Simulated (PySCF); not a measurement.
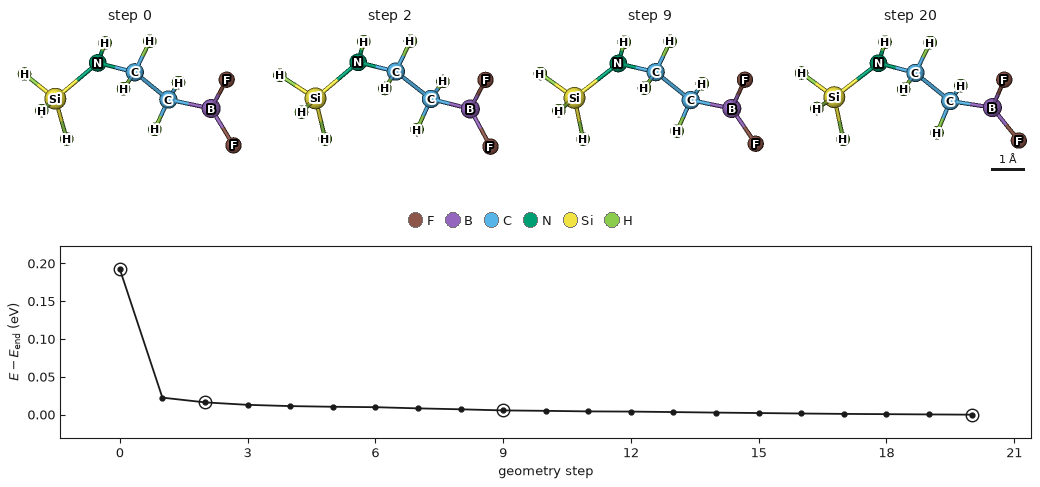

Frames of a relaxation of C$_{2}$H$_{8}$BF$_{2}$NSi, marked on the history of the run. The picture is a ball-and-stick view, seen at a tilt.

The start comes from GFN2-xTB. Its atoms were then displaced at random by about 0.01 Å.

These are results of PBE0-D3(BJ)/def2-SVP geometry optimisation, gas phase (PySCF 2.14.0, density-fitted response routines), not measurements. 

What happens along the run?

Answer. An F atom moves most after the best rigid fit: 0.28 Å. By element the largest moves are F 0.28 Å, H 0.17 Å, C 0.08 Å, Si 0.06 Å, B 0.05 Å, N 0.04 Å. Among the contacts that change: H–Si 1.443 → 1.493 Å, B–C 1.605 → 1.560 Å, C–H 1.061 → 1.103 Å, H–Si 1.467 → 1.496 Å. Among the angles between lasting bonds that change: H–Si–H 115.9° → 111.0°, N–Si–H 104.5° → 108.7°, N–Si–H 103.5° → 107.1°. After 20 geometry steps the energy has fallen by 0.193 eV. From step 0 to 2: an H atom moves most (0.17 Å), energy −0.176 eV. From step 2 to 9: an F atom moves most (0.23 Å), energy −0.011 eV. From step 9 to 20: an F atom moves most (0.18 Å), energy −0.006 eV.

```tsv
step	E − E(0), eV
0	0.0000
1	-0.1701
2	-0.1764
3	-0.1796
4	-0.1813
5	-0.1822
6	-0.1828
7	-0.1843
8	-0.1856
9	-0.1870
10	-0.1876
11	-0.1883
12	-0.1886
13	-0.1892
14	-0.1899
15	-0.1905
16	-0.1911
17	-0.1916
18	-0.1920
19	-0.1923
20	-0.1927
```
